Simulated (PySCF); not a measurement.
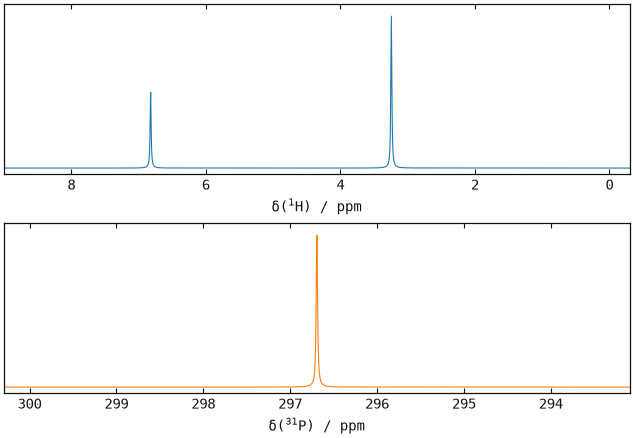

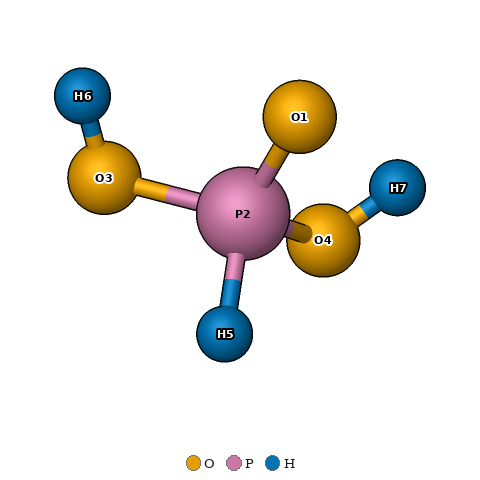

Spectrum and numbered structure of PH₃O₃ (phosphonic acid), SMILES O=[PH](O)O. GIAO shifts, PBE0/pcSseg-1 in PySCF 2.14.0, at a GFN2-xTB geometry (no frequency check), against TMS for ¹H and PH₃ for ³¹P computed at the same level (³¹P: the usual scale starts at 85 % H₃PO₄ instead). Gas phase, fully decoupled, line heights follow the number of nuclei, widths are arbitrary (no quadrupolar broadening); values of one conformer, averaged over methyl-type rotors and exact or near symmetry. Protons on N, O or S are those of the isolated molecule, without hydrogen bonds to neighbours or exchange.

**Which atoms give which ¹H line?**

| δ (ppm) | nuclei | atoms |
| --- | --- | --- |
| 6.82 | 1 | H5 |
| 3.24 | 2 | H6, H7 |

**Where does the ³¹P line lie?**

At 296.7 ppm (P2).

Note: the tight-binding geometry is rougher than a DFT one and adds to the error.
